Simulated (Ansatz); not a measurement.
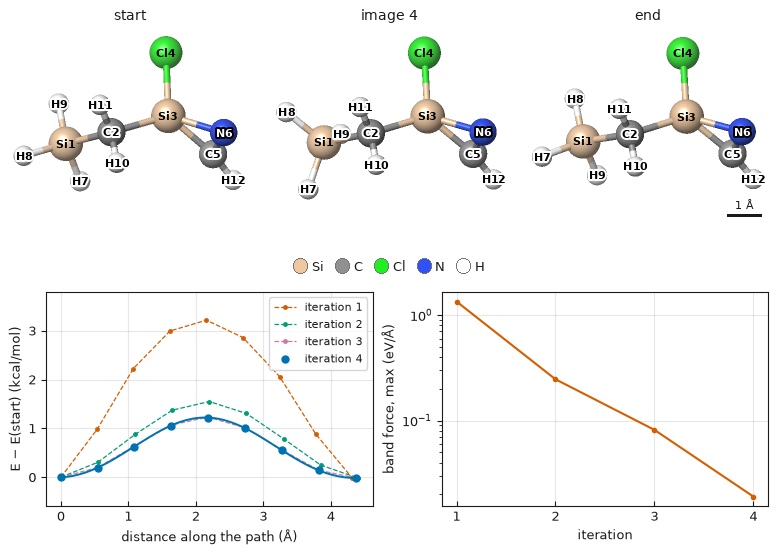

NEB run on C₂H₆ClNSi₂. Images are numbered from 0 (start) to 8 (end). The plot follows the band through its iterations. The picture is a ball-and-stick view, seen face on.

Method: RKS BLYP-D4/STO-3G (Ansatz).

Input file:
```yaml
crystal:
  periodic: [false, false, false]
  atoms:
    - { symbol: Si, position_ang: [0.069252, -1.916806, -0.447383] }
    - { symbol: C, position_ang: [0.602229, -0.47178, 0.660315] }
    - { symbol: Si, position_ang: [-0.417578, 1.100218, 0.459729] }
    - { symbol: Cl, position_ang: [-2.423821, 0.825281, 1.093627] }
    - { symbol: C, position_ang: [-0.064576, 2.429736, -0.669457] }
    - { symbol: "N", position_ang: [0.287096, 2.82271, 0.590343] }
    - { symbol: H, position_ang: [0.187487, -1.522396, -1.841926] }
    - { symbol: H, position_ang: [0.928668, -3.062924, -0.195601] }
    - { symbol: H, position_ang: [-1.311536, -2.270747, -0.163979] }
    - { symbol: H, position_ang: [1.655839, -0.204251, 0.449301] }
    - { symbol: H, position_ang: [0.560287, -0.782841, 1.721527] }
    - { symbol: H, position_ang: [0.003654, 2.9988, -1.622496] }
basis:
  gaussian: { orbitals: STO-3G }
hamiltonian:
  xc: blyp
  dispersion: d4
neb:
  order_check: false
  images: 7
  f_tol: 0.05
  max_iterations: 53
  initial_path: idpp
  final_atoms:
    - { symbol: Si, position_ang: [0.06521352, -1.93030746, -0.4640222] }
    - { symbol: C, position_ang: [0.76684241, -0.43014764, 0.46158506] }
    - { symbol: Si, position_ang: [-0.37604929, 1.0656349, 0.54002093] }
    - { symbol: Cl, position_ang: [-2.2065978, 0.6125922, 1.51322182] }
    - { symbol: C, position_ang: [-0.32656393, 2.46906848, -0.55306576] }
    - { symbol: "N", position_ang: [0.22765783, 2.82765379, 0.64280463] }
    - { symbol: H, position_ang: [1.06225877, -2.98892598, -0.49111743] }
    - { symbol: H, position_ang: [-1.13391364, -2.40601814, 0.20492204] }
    - { symbol: H, position_ang: [-0.26431967, -1.54345163, -1.82643378] }
    - { symbol: H, position_ang: [1.7041091, -0.09372472, -0.02283369] }
    - { symbol: H, position_ang: [1.03133809, -0.72383419, 1.49543408] }
    - { symbol: H, position_ang: [-0.47297438, 3.08646041, -1.46651569] }
```

Launched with:
```bash
ansatz run input.yaml --threads 1 --pin off --max-ram 2048MiB --backend cpu --events-out ev --progress --plain --runs-dir out
```

How did the profile develop, and is the result final?

The result is final at these settings. The band converged in 4 iterations. The largest component of the band force went from 1.3 to 0.019 eV/Å. The climbing image converged on the top of the path. Its vibrational analysis gives one imaginary mode (115i cm⁻¹), as a transition state must have. The first iteration put the highest image at 3.22 kcal/mol. The two ends have nearly the same energy, and the highest point, image 4, lies 1.22 kcal/mol above the start.

Limits of the set-up: STO-3G is a minimal basis, so the numbers are rough.

The run took 2 min on 1 thread of Arm Neoverse V1 (shared host), peak memory 0.1 GiB.
